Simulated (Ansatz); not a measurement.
Input file:

```
crystal:
  periodic: [false, false, false]
  atoms:
    - symbol: Br
      position_ang: [-2.797514, 0.227668, 0.229937]
    - symbol: F
      position_ang: [-1.788800, -1.707238, 2.605919]
    - symbol: Ge
      position_ang: [-1.682361, 0.059746, 2.441084]
    - symbol: "N"
      position_ang: [-0.103062, -0.493012, 0.947998]
    - symbol: O
      position_ang: [0.871859, 0.072339, 0.534884]
    - symbol: H
      position_ang: [-0.321477, -1.392557, 0.444283]
basis:
  gaussian: {orbitals: def2-TZVPD}
hamiltonian: {xc: {name: PBE0}}
output: {forces: true, orbitals: {seedname: orbitals}}
```

Launched as:

```sh
ansatz run input.yaml --threads 2 --pin off --max-ram 4350MiB --events-out events.jsonl --progress --plain --runs-dir runs
```

Geometry: B3LYP/6-31G*.

These are results of isolated molecule in a Gaussian basis; Kohn-Sham density functional theory, functional PBE0 in Ansatz 0.2.0, not measurements.

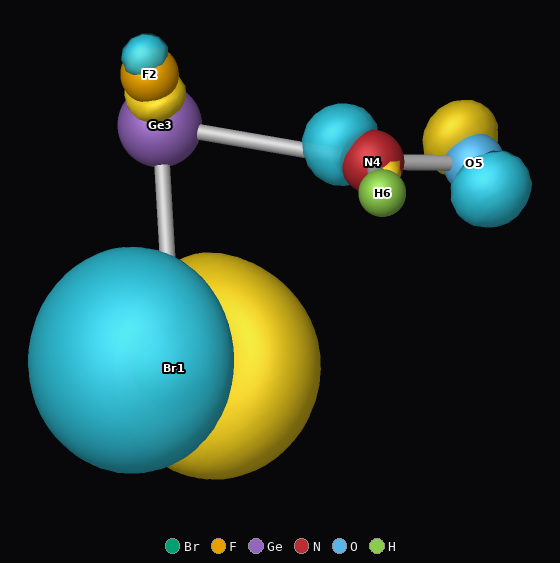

BrFGeHNO. The HOMO−1 at ±0.15 Å⁻³ᐟ² (yellow and cyan are the two phases), seen at a tilt.

**What is the character of this orbital?**

It lies mainly on Br1 (about 85 %); largely a lone pair of Br1. Its energy is −8.33 eV.
